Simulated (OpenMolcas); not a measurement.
# CH6GeSi (SMILES [CH2]1[SiH2][GeH2]1) at 6 levels

Aim: a comparison of 6 runs (HF/3-21G, HF/cc-pVDZ, BHLYP/cc-pVDZ, M06-2X/cc-pVDZ, MP2/cc-pVDZ, CCSD(T)/cc-pVDZ) of CH6GeSi. 

The calculation is run with OpenMolcas 26.06.

1 further run of the same task is left out (set aside as unsound or not needed).

## 1. The system as given

CH6GeSi has 9 atoms, charge 0, and is taken as a singlet. As SMILES, `[CH2]1[SiH2][GeH2]1`. Geometry: relaxed at PBE0-D4/def2-TZVP.

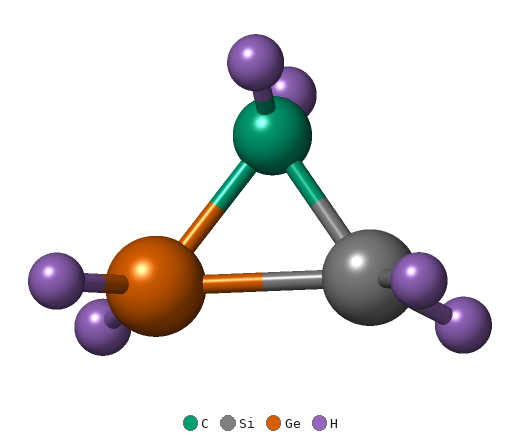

Viewed from a chosen angle; carbon teal, silicon grey, germanium orange, hydrogen purple.

## 2. Energy and forces at HF/3-21G (run 1)

Contents of test.inp:

```
&GATEWAY
  BasLib=$CurrDir
  Coord
  9
  angstrom
  C       -0.726700       0.082100      -0.693700
  Si       0.887500       0.879500      -0.151400
  Ge      -0.040700      -0.948100       0.885700
  H       -1.647500       0.636600      -0.532900
  H       -0.737600      -0.453300      -1.639500
  H        0.802100       2.227300       0.458900
  H        2.050400       0.731400      -1.058000
  H        0.399400      -2.377500       0.568600
  H       -0.898400      -0.824300       2.145300
  Basis=3-21G
  Group=NoSym

&SEWARD

&SCF
  Thresholds=1e-10 1e-07 1e-07 1e-05
  PrOrbitals=1 1

&ALASKA
```

The basis set 3-21G is read from a file made from the Basis Set Exchange's data (not shown).

Launch:

```console
$ export MOLCAS_MEM=1860
$ pymolcas test.inp > test.log
```

Output:

```text
--- Start Module: gateway ---
[...]
--- Stop Module: gateway /rc=_RC_ALL_IS_WELL_ ---
[...]
      Basis functions           56
[...]
--- Start Module: scf ---
[...]
       Convergence after  13 Iterations
[...]
::    Total SCF energy                              -2393.8133263387
[...]
      Total spin, S                                     0.0000000000
[...]
      Total electronic charge=   58.000000
      Total            charge=   -0.000000
[...]
      Dipole Moment (debye):
      Origin of the operator (angstrom)=    0.1090   -0.3715    0.4407
                   X= -5.8841E-02               Y= -4.3251E-02               Z= -5.4241E-03           Total=  7.3228E-02
      Quadrupole Moment (debye*angstrom):
[...]
 *              Molecular gradients               *
 **************************************************
  Irreducible representation: a
 ------------------------------------------------------------------------------------------
                              X                       Y                       Z
 ------------------------------------------------------------------------------------------
  C1                1.64510748368709E-02    1.04534991183574E-02    3.29205968598067E-03
  SI2              -1.96976312142141E-02   -1.89337178023088E-02    2.42728189322960E-03
  GE3               1.12743057865266E-02    1.08069239408444E-02   -1.39701562927996E-03
  H4               -5.49134700174925E-03    2.40533484445926E-03    2.18716964747226E-03
  H5                1.43035675290171E-04   -4.36476017359722E-03   -4.70715075388828E-03
  H6                1.06964603461462E-04    4.50205099212120E-04    6.08437984765953E-05
  H7                3.54536208324596E-04    1.34594813350923E-04   -2.36544476204692E-04
  H8               -9.89056048712023E-04   -1.16307280452776E-03   -1.51775621617078E-03
[...]
```

Wall time 4.2 s (1 thread of Intel Xeon Platinum 8259CL at 2.50GHz (Skylake/Cascade Lake), shared host); peak memory 0.39 GiB.

## 3. Energy and gradient at HF/cc-pVDZ (run 2)

Contents of job.inp:

```
>>> EXPORT MOLCAS_PRINT=2

&GATEWAY
  BasLib=$CurrDir
  Coord
  9
  angstrom
  C       -0.726700       0.082100      -0.693700
  Si       0.887500       0.879500      -0.151400
  Ge      -0.040700      -0.948100       0.885700
  H       -1.647500       0.636600      -0.532900
  H       -0.737600      -0.453300      -1.639500
  H        0.802100       2.227300       0.458900
  H        2.050400       0.731400      -1.058000
  H        0.399400      -2.377500       0.568600
  H       -0.898400      -0.824300       2.145300
  Basis=cc-pVDZ
  Group=NoSym

&SEWARD

&SCF
  Thresholds=1e-10 1e-07 1e-07 1e-05
  PrOrbitals=1 1

&ALASKA
```

The basis set cc-pVDZ is read from a file made from the Basis Set Exchange's data (not shown).

Launch:

```console
$ export MOLCAS_MEM=1860
$ pymolcas job.inp > job.log
```

Output:

```text
--- Start Module: gateway ---
[...]
--- Stop Module: gateway /rc=_RC_ALL_IS_WELL_ ---
[...]
      Basis functions           89
[...]
--- Start Module: scf ---
[...]
       Convergence after  13 Iterations
[...]
::    Total SCF energy                              -2405.5705721095
[...]
      Total spin, S                                     0.0000000000
[...]
      Total electronic charge=   58.000000
      Total            charge=   -0.000000
[...]
      Dipole Moment (debye):
      Origin of the operator (angstrom)=    0.1090   -0.3715    0.4407
                   X= -1.0028E-01               Y=  1.4001E-01               Z= -2.2012E-01           Total=  2.7948E-01
      Quadrupole Moment (debye*angstrom):
[...]
 *              Molecular gradients               *
 **************************************************
  Irreducible representation: a
 ------------------------------------------------------------------------------------------
                              X                       Y                       Z
 ------------------------------------------------------------------------------------------
  C1                5.74846615763658E-03    2.11201169940090E-03    2.71090881100378E-03
  SI2              -8.21415884417220E-03   -6.83971673482731E-03   -3.71463931525540E-05
  GE3               2.19902288343787E-03    5.52324421637707E-03   -3.66583858231451E-03
  H4                8.37448026563159E-04   -7.07414125079797E-04    3.50515610325328E-04
  H5                1.93247801834384E-04    4.42562250908551E-05    1.09663521473990E-03
  H6               -2.92196584171317E-04    1.49558514942250E-04    5.06850599252040E-04
  H7                2.51904404509951E-04   -5.23159874310626E-04   -1.52175437721613E-04
  H8                9.20219219566754E-05   -4.14728696355837E-04   -9.55236274837512E-04
[...]
```

It took 16 s on 1 thread of Intel Xeon Platinum 8259CL at 2.50GHz (Skylake/Cascade Lake), shared host; peak memory 0.49 GiB.

Run 3 isn't shown in full; the table further down has it.

## 4. Energy and forces at M06-2X/cc-pVDZ (run 4)

Contents of mol.xyz:

```xyz
9

C     -0.726700     0.082100    -0.693700
Si     0.887500     0.879500    -0.151400
Ge    -0.040700    -0.948100     0.885700
H     -1.647500     0.636600    -0.532900
H     -0.737600    -0.453300    -1.639500
H      0.802100     2.227300     0.458900
H      2.050400     0.731400    -1.058000
H      0.399400    -2.377500     0.568600
H     -0.898400    -0.824300     2.145300
```

Contents of job.inp:

```
&GATEWAY
BasLib = $CurrDir
Coord = mol.xyz
Basis = cc-pVDZ
Group = NoSym
&SEWARD
GridInput
Grid=UltraFine
End of Grid
&SCF
KSDFT = M062X
Thresholds = 1e-10 1e-07 1e-07 1e-05
PrOrbitals = 1
&ALASKA
```

The basis set cc-pVDZ is read from a file made from the Basis Set Exchange's data (not shown).

Launch:

```console
$ export MOLCAS_MEM=1860
$ pymolcas job.inp > job.log
```

Output:

```text
--- Start Module: gateway ---
[...]
--- Stop Module: gateway /rc=_RC_ALL_IS_WELL_ ---
[...]
      Basis functions           89
[...]
--- Start Module: scf ---
[...]
       Convergence after  12 Iterations
[...]
::    Total KS-DFT energy                           -2408.0793604889
[...]
      Total spin, S                                     0.0000000000
[...]
      Total electronic charge=   58.000000
      Total            charge=   -0.000000
[...]
      Dipole Moment (debye):
      Origin of the operator (angstrom)=    0.1090   -0.3715    0.4407
                   X= -1.8412E-01               Y=  7.8218E-02               Z= -2.2828E-01           Total=  3.0352E-01
      Quadrupole Moment (debye*angstrom):
[...]
 *              Molecular gradients               *
 **************************************************
  Irreducible representation: a
 ------------------------------------------------------------------------------------------
                              X                       Y                       Z
 ------------------------------------------------------------------------------------------
  C1                9.50778854880596E-04    2.62919647744297E-03   -1.74246817409873E-03
  SI2              -6.03907943985327E-03   -5.62385608122895E-03    5.51886245231614E-04
  GE3               1.14056141099006E-03    2.33676553090945E-03   -1.39683888287223E-03
  H4                4.65330259375296E-03   -3.58345905985624E-03   -9.16142016835889E-04
  H5               -4.88164592726603E-04    2.55608636041416E-03    5.30181921356920E-03
  H6                3.47615119707878E-04   -8.77399002216173E-04   -6.45551313180004E-04
  H7               -7.77485485783380E-04    4.54020168898611E-04    7.26961464257769E-04
  H8               -1.16619219149738E-03    2.58631347852578E-03    6.08024266430807E-04
[...]
```

Run time: 63 s. Hardware: 1 thread of Intel Xeon Platinum 8259CL at 2.50GHz (Skylake/Cascade Lake), shared host; peak memory 0.49 GiB.

Run 5 isn't shown in full; the table further down has it.

## 5. The energy at CCSD(T)/cc-pVDZ (run 6)

Contents of mol.inp:

```
* CH6GeSi CCSD(T)
&GATEWAY
BasLib=$CurrDir
Coord
9
angstrom
C       -0.726700       0.082100      -0.693700
Si       0.887500       0.879500      -0.151400
Ge      -0.040700      -0.948100       0.885700
H       -1.647500       0.636600      -0.532900
H       -0.737600      -0.453300      -1.639500
H        0.802100       2.227300       0.458900
H        2.050400       0.731400      -1.058000
H        0.399400      -2.377500       0.568600
H       -0.898400      -0.824300       2.145300
Basis=cc-pVDZ
Group=NoSym
&SEWARD
&SCF
Thresholds=1e-10 1e-07 1e-07 1e-05
PrOrbitals=1
&RASSCF
FileOrb=$Project.ScfOrb
Spin=1
Nactel=0 0 0
Inactive=29
Ras2=0
OutOrbitals=Canonical
OrbListing=Few
&MOTRA
JobIph
Frozen=15
&CCSDT
CCT
Triples=2
Iterations=80
Accuracy=1e-08
Extrapolation=5 4
```

The basis set cc-pVDZ is read from a file made from the Basis Set Exchange's data (not shown).

Launch:

```console
$ export MOLCAS_MEM=1860
$ pymolcas mol.inp > mol.log
```

Output:

```text
--- Start Module: gateway ---
[...]
--- Stop Module: gateway /rc=_RC_ALL_IS_WELL_ ---
[...]
      Basis functions           89
[...]
       Convergence after  13 Iterations
[...]
::    Total SCF energy                              -2405.5705721095
[...]
      Total spin, S                                     0.0000000000
[...]
      Number of active orbitals                  0
[...]
      Spin quantum number                      0.0
[...]
      Active orbitals                            0
[...]
      Number of CSFs                             1
[...]
      Number of root(s) required                 1
[...]
      Convergence after  4 iterations
[...]
      Natural orbitals and occupation numbers for root  1
      ************************************************************************************************************************
      *                                                    Final results                                                     *
      ************************************************************************************************************************
[...]
::    RASSCF root number  1 Total energy:  -2405.57057211
[...]
      Total electronic charge=   58.000000
      Total            charge=   -0.000000
[...]
      Dipole Moment (debye):
      Origin of the operator (angstrom)=    0.1090   -0.3715    0.4407
                   X= -1.0028E-01               Y=  1.4001E-01               Z= -2.2012E-01           Total=  2.7948E-01
      Quadrupole Moment (debye*angstrom):
[...]
--- Start Module: motra ---
[...]
--- Stop Module: motra /rc=_RC_ALL_IS_WELL_ ---
[...]
--- Start Module: ccsdt ---
[...]
      Convergence after                    15  Iterations
      Total energy (diff) :   -2405.98139040       0.00000000
[...]
 METHOD                       : CCSD+T(CCSD)+<T3(1)WT1> = CCSD(T)
[...]
       CCSD     =     -2405.9813904014886
[...]
```

It took 77 s on 1 thread of Intel Xeon Platinum 8259CL at 2.50GHz (Skylake/Cascade Lake), shared host; peak memory 0.49 GiB.

## 6. Overview of the runs

```
run            level  integration grid      task   energy (Eh)  dipole moment (D) of the reference  HOMO energy (eV)  LUMO energy (eV)  wall time
  1         HF/3-21G                 –  gradient  -2393.813326                                0.07             -8.80              3.00      4.2 s
  2       HF/cc-pVDZ                 –  gradient  -2405.570572                                0.28             -8.71              3.12       16 s
  3    BHLYP/cc-pVDZ         UltraFine  gradient  -2408.072853                                0.32             -7.38              0.81       51 s
  4   M06-2X/cc-pVDZ         UltraFine  gradient  -2408.079360                                0.30             -7.45              0.71       63 s
  5      MP2/cc-pVDZ                 –    energy  -2405.932169                                0.28             -8.71              3.12       10 s
  6  CCSD(T)/cc-pVDZ                 –    energy  -2405.995202                                0.28             -8.71              3.12       77 s
```

## 7. Summary of results

| quantity | value |
| --- | --- |
| run 6: total energy | -2405.99520 Eh |
| run 6: dipole moment (mean-field density) | 0.28 D |
| run 6: HOMO energy (Hartree–Fock orbitals) | -8.71 eV |
| run 6: LUMO energy (Hartree–Fock orbitals) | 3.12 eV |
| run 6: HOMO–LUMO gap (Hartree–Fock orbitals) | 11.84 eV |
| run 6: correlation energy (15 core orbitals frozen) | -424.6 mEh |
| run 6: (T) correction | -13.81 mEh |

What this shows: Below the HF energy at the same shape and in the same basis (cc-pVDZ): MP2 -361.6 mEh; CCSD(T) -424.6 mEh. Over runs 1, 2, 3, 4 the dipole moment (its size) runs from 0.07 D (HF/3-21G) to 0.32 D (BHLYP/cc-pVDZ). The two ends differ in method and basis. Over runs 1, 2, 3, 4 the HOMO–LUMO gap runs from 8.16 eV (M06-2X/cc-pVDZ) to 11.84 eV (HF/cc-pVDZ). Exact exchange widens orbital gaps. Totals of different functionals can't be ranked against each other. All runs together took 3.7 min, the longest 77 s.
